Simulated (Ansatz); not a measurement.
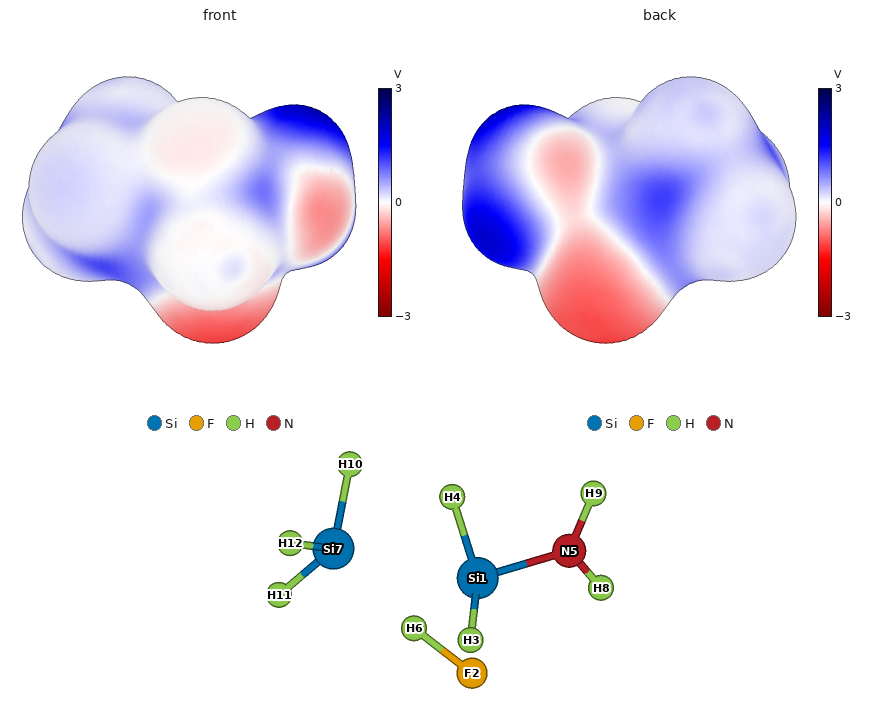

Figure 1: H₄NSi···HF···H₃Si. The molecular electrostatic potential painted on the density surface at 0.002 e/bohr³, seen from the front and from behind; the colour scale runs from red (negative) to blue (positive). The bare structure is drawn below in the same view.

A transition-state structure; geometry: PBE0-D4/def2-TZVP.

These are results of Ansatz, RKS PBE0-D4/def2-TZVPP, not measurements.

```json
{"atom": "Si", "x (Å)": "-0.8229", "y (Å)": "-0.1090", "z (Å)": "0.3054"}
{"atom": "F", "x (Å)": "-0.0818", "y (Å)": "-1.8635", "z (Å)": "-0.2854"}
{"atom": "H", "x (Å)": "-2.0480", "y (Å)": "-0.4547", "z (Å)": "-0.4437"}
{"atom": "H", "x (Å)": "-0.8792", "y (Å)": "1.3863", "z (Å)": "0.4637"}
{"atom": "N", "x (Å)": "-0.5369", "y (Å)": "-0.5883", "z (Å)": "1.9012"}
{"atom": "H", "x (Å)": "0.4090", "y (Å)": "-0.9012", "z (Å)": "-0.7562"}
{"atom": "Si", "x (Å)": "0.9903", "y (Å)": "0.7467", "z (Å)": "-1.3091"}
{"atom": "H", "x (Å)": "-0.3082", "y (Å)": "-1.5302", "z (Å)": "2.1647"}
{"atom": "H", "x (Å)": "-0.4975", "y (Å)": "0.0750", "z (Å)": "2.6543"}
{"atom": "H", "x (Å)": "1.7857", "y (Å)": "1.5543", "z (Å)": "-0.3516"}
{"atom": "H", "x (Å)": "1.9237", "y (Å)": "0.0722", "z (Å)": "-2.2586"}
{"atom": "H", "x (Å)": "0.0659", "y (Å)": "1.6122", "z (Å)": "-2.0847"}
```

> Which sites attract a positive test charge, and which a negative one?

A positive charge is drawn to the negative regions and a negative charge to the positive ones. The most negative region (about −1.1 V) lies over F2, the most positive (about +2.0 V) over H9.
